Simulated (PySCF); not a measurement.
# C9H6: the cost of one run

Computed with PySCF 2.14.0 and routines of our own; the level stands in each step. Atoms count from 0.

### 1 The system as given

15 atoms, charge 0, multiplicity 1; geometry from: GFN2-xTB.

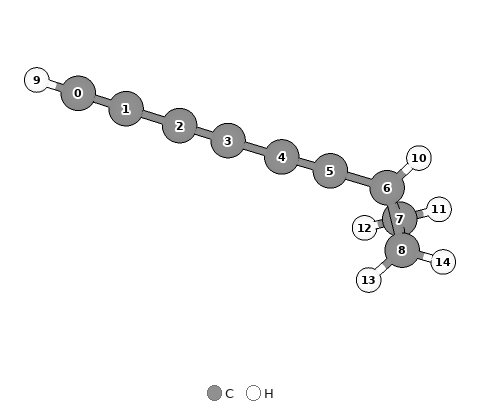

The starting geometry (carbon grey, hydrogen white).

### 2 Magnetic properties: GIAO PBE0/pcSseg-1

The job: settings as JSON, then the geometry in Å.

```
{"job": {"kind": "mag", "xc": "PBE0", "basis": "pcSseg-1", "isotopologues": 0}, "charge": 0, "multiplicity": 1}
C      5.427403    -1.790771    -0.047126
C      4.306494    -1.344515    -0.014025
C      3.055611    -0.838677     0.022299
C      1.930911    -0.373955     0.054574
C      0.688536     0.145996     0.089720
C     -0.420452     0.633477     0.120029
C     -1.727301     1.189681     0.156217
C     -2.788774     0.529789     1.002385
C     -2.869167     0.439919    -0.485742
H      6.400930    -2.177674    -0.075989
H     -1.743173     2.272852     0.092154
H     -3.485795     1.169407     1.522438
H     -2.511840    -0.357092     1.552277
H     -2.646346    -0.507931    -0.952140
H     -3.621451     1.017482    -1.001431
```

Method: GIAO PBE0/pcSseg-1 magnetisability, rotational g tensor and spin-rotation constants, non-relativistic, gas phase.

Run with:

```bash
$ OMP_NUM_THREADS=1 python excited_run.py task.json out
```

This one command runs all jobs of the session in turn.

**Question.** How long does this first job take on 1 thread of Arm Neoverse N1, shared host, and how much memory does it need?

About 48 s, with a peak of 0.8 GiB.
